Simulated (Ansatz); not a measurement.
The calculation's input:

```
crystal:
  periodic: [false, false, false]
  atoms:
    - {symbol: Ge, position_ang: [2.802754, -0.163717, -0.349060]}
    - {symbol: Ge, position_ang: [-1.161438, -1.741364, 1.248381]}
    - {symbol: Ge, position_ang: [0.561448, 2.457133, 0.874473]}
    - {symbol: Ge, position_ang: [-1.660863, 1.146462, 0.843803]}
    - {symbol: Ge, position_ang: [0.252945, -0.504158, -2.757754]}
    - {symbol: Te, position_ang: [-2.933183, -0.191821, 2.615026]}
    - {symbol: Te, position_ang: [1.263432, 1.861150, -1.652845]}
    - {symbol: Te, position_ang: [1.037892, -0.018724, 1.871694]}
    - {symbol: Te, position_ang: [1.842746, -2.272432, -1.596050]}
    - {symbol: Te, position_ang: [-2.005723, -0.572508, -1.097669]}
basis:
  gaussian: {orbitals: def2-SVP, initial_orbitals: start.molden}
hamiltonian: {xc: pbe0, dispersion: d4}
scf: {omitted_lower_state_checks: [starts]}
output: {forces: true, orbitals: {seedname: orbitals}}
```

Command:

```sh
ansatz run in.yaml --threads 4 --pin off --events-out ev --progress --plain --max-ram 6963MiB
```

Geometry: r2SCAN-D4/def2-SVP; core potentials replace the inner electrons of Te.

Computed with RKS PBE0-D4/def2-SVP (Ansatz).

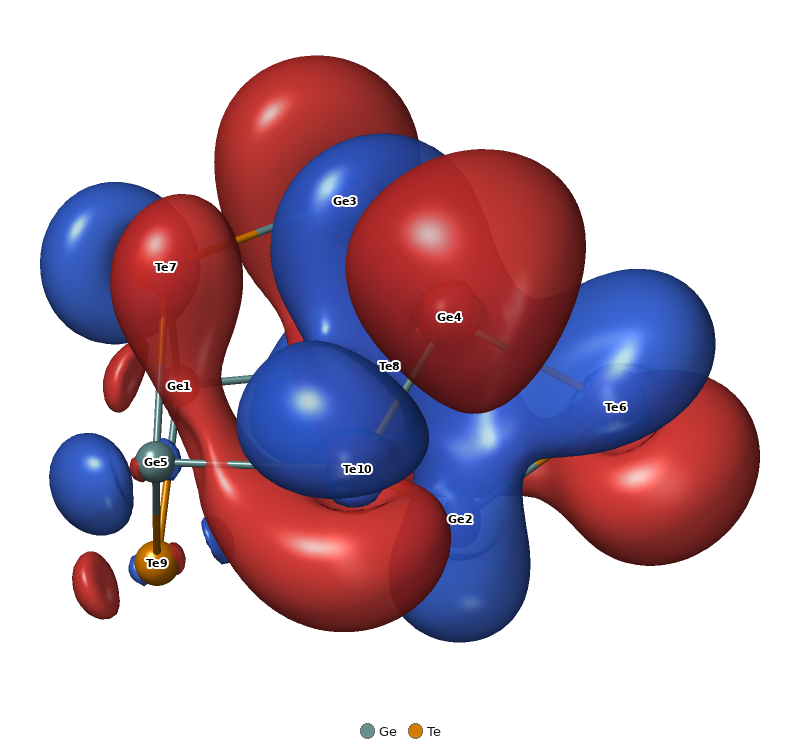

Ge$_{5}$Te$_{5}$. The LUMO at ±0.04 Å⁻³ᐟ² (red and blue are the two phases), seen at a tilt.

Describe this orbital and give its energy.

It lies mainly on Ge4 (about 30 %), Te6 (about 15 %), Ge3 (about 15 %), Te10 (about 15 %) and Te8 (about 10 %). Its energy is −3.17 eV.
